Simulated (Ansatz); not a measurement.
Relaxed TiB$_{2}$ (AlB2 type, space group P6/mmm):

```
CELL_PARAMETERS angstrom
      3.02488     0.00000     0.00000
     -1.51244     2.61962     0.00000
      0.00000     0.00000     3.22383
ATOMIC_POSITIONS crystal
  Ti 0.00000 0.00000 0.00000
  B  0.33333 0.66667 0.50000
  B  0.66667 0.33333 0.50000
```

The atoms are displaced by Q × the pattern below (from a DFPT mode at Γ, largest move 1; Q in Å), at fixed cell. It is one choice among 3 degenerate patterns.

| atom | x | y | z |
|---|---|---|---|
| Ti1 | 0.000 | 0.000 | 0.452 |
| B2 | 0.000 | 0.000 | -1.000 |
| B3 | 0.000 | 0.000 | -1.000 |

Level of theory: r2SCAN (plane waves to 500 eV, PAW, scalar-relativistic; Ansatz, an electronic-structure program). k mesh 18×18×14 (Γ-centred), Fermi-Dirac smearing 0.05 eV. E stands for the smeared free energy. With partly filled bands, energies and forces of such displacements shift with the k mesh and the smearing. The PAW data are Ansatz's earlier set. TiB2 is run without spin polarisation. TiB2 was relaxed with its symmetry unable to fall. The zero of ΔE is the undisplaced structure.

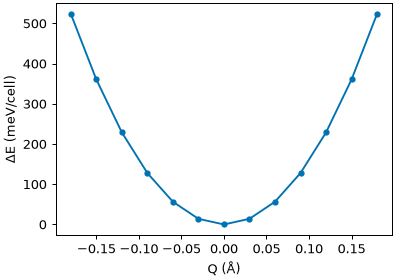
ΔE (meV/cell) against Q (Å); markers are the computed points, lines only join them.

The energy at Q = 0.180 Å comes out as 524 meV/cell. Space group of the distorted cell: P6mm (No. 183), lowered from P6/mmm. Harmonic wavenumber from the curvature (finite differences): 520 cm⁻¹. Shape of the curve: a single well with its minimum at or next to zero displacement. Wavenumber by perturbation theory (DFPT, on another k mesh): 520 cm⁻¹.

E″ = 31.24 eV/Å², M = Σ mᵢ|uᵢ|² = 31.4 u, ν̃ = 521.5·√(|E″|/M).

(A displaced cell: forces are minus the slopes of the energy, force constants its curvatures, and phonons follow from these.)
